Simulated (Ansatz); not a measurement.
**Cl5HOW: density, localisation and related maps**

The calculation's input:

```
crystal:
  periodic: [false, false, false]
  atoms:
    - {symbol: O, position_ang: [-0.678970, -1.269522, 0.694724]}
    - {symbol: W, position_ang: [-0.004305, 0.195520, -0.211854]}
    - {symbol: Cl, position_ang: [1.643066, 0.146015, 1.438262]}
    - {symbol: Cl, position_ang: [-1.667484, 0.143501, -1.767436]}
    - {symbol: Cl, position_ang: [1.099446, 2.005404, -1.071646]}
    - {symbol: Cl, position_ang: [-1.279236, 1.651300, 1.028584]}
    - {symbol: Cl, position_ang: [1.259076, -1.140541, -1.591138]}
    - {symbol: H, position_ang: [-0.371582, -1.731695, 1.480495]}
basis:
  gaussian: {orbitals: def2-TZVPP}
hamiltonian: {xc: pbe0, dispersion: d4}
output: {orbitals: {seedname: orbitals}}
```

Command:

```sh
ansatz run in.yaml --threads 2 --pin off --events-out ev --progress --plain --max-ram 32768MiB --backend cuda --devices 0, --max-vram 18GiB
```

Geometry: PBE0-D4/def2-TZVP; core potentials replace the inner electrons of W.

Method: RKS PBE0-D4/def2-TZVPP (Ansatz).

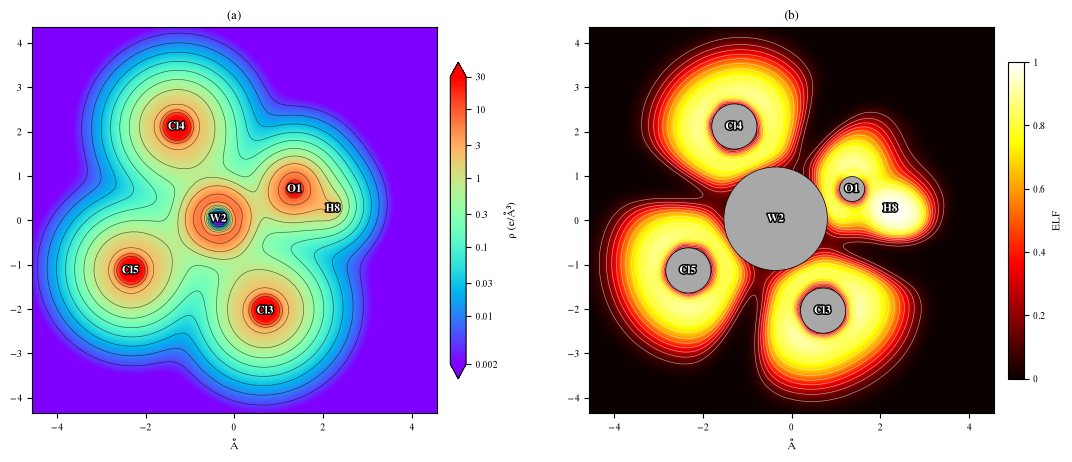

Figure 1. (a) electron density; (b) electron localisation function on the plane of atoms Cl4, W2 and Cl5. Grey discs cover the atomic cores in the ELF map.

What do the fields say about this system?

Answer. Atoms in the plane: O, W, Cl and H. W–O (1.85 Å): ρ at the midpoint is about 1.3 e/Å³; the ELF peaks at about 0.80 in the valence shell of O, 0.5 Å from its nucleus, and drops to about 0.30 between the two atoms. W–Cl (2.28 Å): the density is about 0.77 e/Å³ at the midpoint; the ELF peaks at about 0.80 in the valence shell of Cl, 0.8 Å from its nucleus, and is about 0.45 at the midpoint. O–H (0.96 Å): the density is about 3.9 e/Å³ at the midpoint; the ELF climbs to about 1 towards the hydrogen, as it does in any bond to H (a covalent bond by its length). W–Cl (2.33 Å): ρ is about 0.7 e/Å³ halfway; the ELF peaks at about 0.85 in the valence shell of Cl, 0.8 Å from its nucleus, and is about 0.45 at the midpoint.

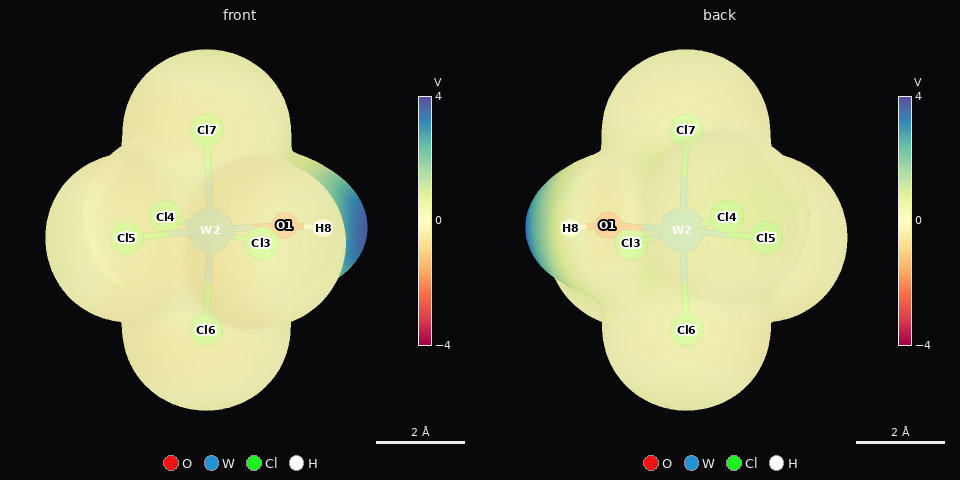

Figure 2. The molecular electrostatic potential painted on the density surface at 0.002 e/bohr³, seen from the front and from behind; red is negative and blue positive.

Describe the electrostatic potential map.

Answer. The most negative region (about −0.3 V) lies over Cl3, the most positive (about +3.5 V) over H8.

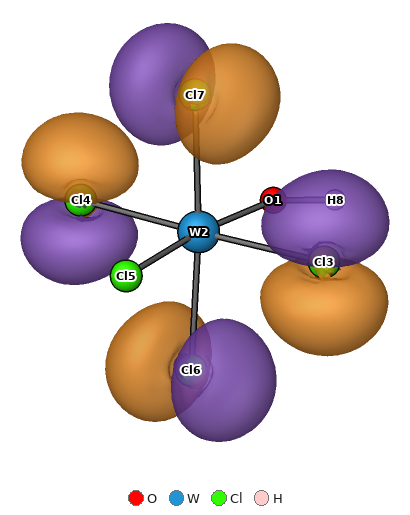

Figure 3. One frontier orbital at ±0.1 Å⁻³ᐟ² (orange and purple are the two phases), seen at a tilt.

Which orbital is it: HOMO or LUMO?

Answer. The HOMO, at −8.91 eV. It lies mainly on Cl3 (about 30 %), Cl6 (about 25 %), Cl7 (about 25 %) and Cl4 (about 20 %); largely a combination of lone pairs on Cl3, Cl6, Cl7 and Cl4.
